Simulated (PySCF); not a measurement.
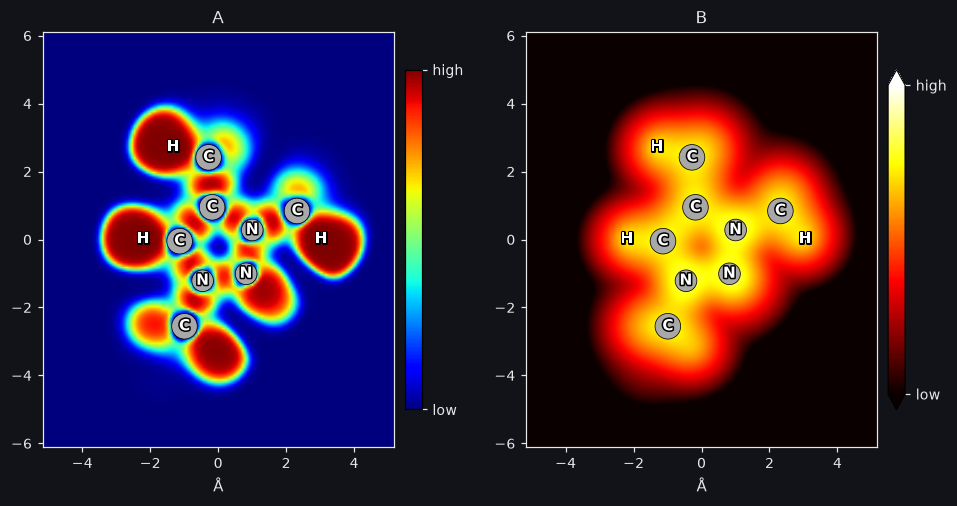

C6H12N3 (SMILES CCn1cc(C)[n+](C)n1) (charge +1): 2 fields on the plane of atoms C5, C4 and H15, with unlabelled colour scales. Grey discs cover the atomic cores.

Geometry: GFN2-xTB.

Method: PBE0/pcSseg-1, SCF density, gas phase, non-relativistic (PySCF).

Which field does each panel show? The fields are: electron density and electron localisation function.

Answer. Panel A: electron localisation function. Panel B: electron density. From the grid: N–N (1.30 Å): the density is about 2.8 e/Å³ at the midpoint; the ELF peaks at about 0.90 between the atoms: a covalent bond. C–N (1.35 Å): ρ is about 2.4 e/Å³ halfway; the ELF peaks at about 0.90 between the atoms (a covalent bond).
